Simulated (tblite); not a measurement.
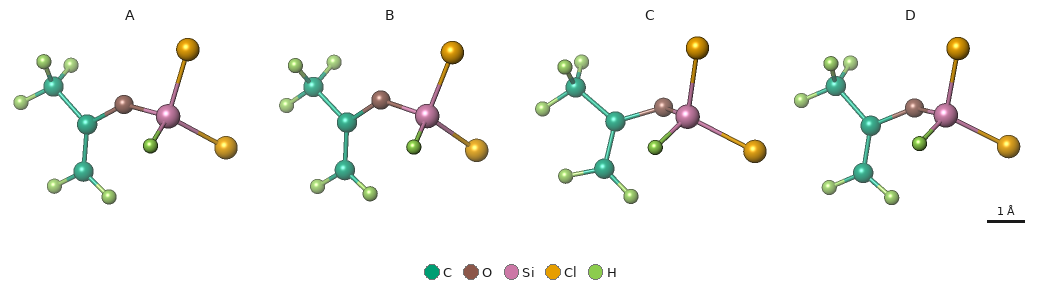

4 geometries from one relaxation of C3H6Cl2OSi, in shuffled order. Style: ball-and-stick. Shown at a tilt.

Method: tblite, GFN2-xTB geometry optimisation, gas phase. 

**Put them in the order of the run, from the start to the converged end.**

C, D, A, B. They are steps 0, 21, 48, 97, at +82.5 kJ/mol, +9.03 kJ/mol, +4.19 kJ/mol relative to the last. The largest move after the best rigid fit is that of the O atom, 1.10 Å. By element the largest moves are O 1.10 Å, Cl 1.03 Å, H 0.69 Å, C 0.36 Å, Si 0.15 Å. Some distances before and after: O–Si 1.755 → 1.614 Å, Cl–Si 2.078 → 1.997 Å, Cl–Si 2.095 → 2.014 Å, C–H 1.120 → 1.085 Å. Among the angles between lasting bonds that change: C–O–Si 115.5° → 136.6°, C–C–O 123.4° → 111.7°, C–C–C 117.5° → 125.2°. Groups turn about O–Si by about 75°, C–O by about 70°. After 97 geometry steps the energy has fallen by 82.5 kJ/mol. Cost: 1.3 s on 1 thread of Arm Neoverse N1 (shared host).
